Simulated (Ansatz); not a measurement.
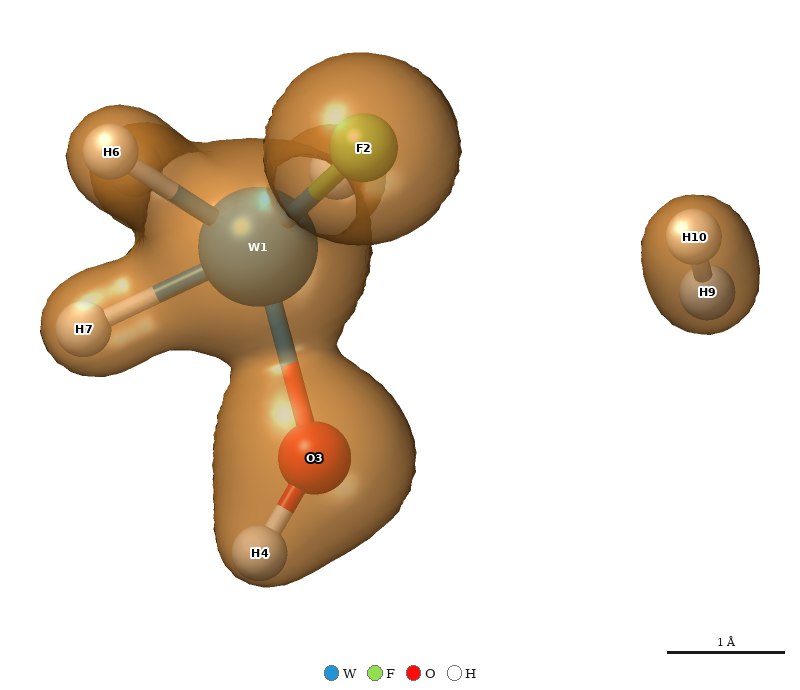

FH$_{5}$OW···H$_{2}$. Isosurface of the electron density at 0.6 e/Å³ (orange), seen across its widest extent.

Core potentials replace the inner electrons of W.

Level of theory: Ansatz 0.2.0, RHF/def2-SVP.

Input file:

```
crystal:
  periodic: [false, false, false]
  atoms:
    - { symbol: W, position_ang: [0.109919, -0.013122, 0.114975] }
    - { symbol: F, position_ang: [-0.392934, 0.359484, 1.87858] }
    - { symbol: O, position_ang: [1.908222, -0.547946, 0.021592] }
    - { symbol: H, position_ang: [2.338102, -1.329607, -0.287891] }
    - { symbol: H, position_ang: [0.068812, 1.455617, -0.709652] }
    - { symbol: H, position_ang: [-1.304156, -0.874963, 0.232295] }
    - { symbol: H, position_ang: [-0.022566, -1.404402, -0.772296] }
    - { symbol: H, position_ang: [-0.846459, 0.076881, -1.248994] }
    - { symbol: H, position_ang: [1.733268, 1.964605, 1.531243] }
    - { symbol: H, position_ang: [1.209293, 1.762152, 1.967648] }
basis:
  gaussian: { orbitals: def2-SVP }
hamiltonian:
  xc: hf
relax:
  f_tol: 0.03
  max_steps: 50
output:
  orbitals: {}
```

Launched as:

```sh
ansatz run input.yaml --threads 1 --pin off --max-ram 2048MiB --backend cpu --events-out ev --progress --plain --runs-dir out
```

The fields are those of the run's last geometry, not of the input's.

Question: How is the density connected at this value?

Answer: At this value the surface falls into two separate pieces. It bridges the sampled W–O (1.87 Å), W–F (1.88 Å) and H–H (0.75 Å) contacts, where the density stays above the isovalue. It is pinched off along the sampled W···H (3.76 Å) contacts. On the grid the lowest density along these lines, outside the cores, is 0.01 e/Å³ (W···H, 3.76 Å), 1.1 e/Å³ (W–O, 1.87 Å), 0.95 e/Å³ (W–F, 1.88 Å) and 1.7 e/Å³ (H–H, 0.75 Å).
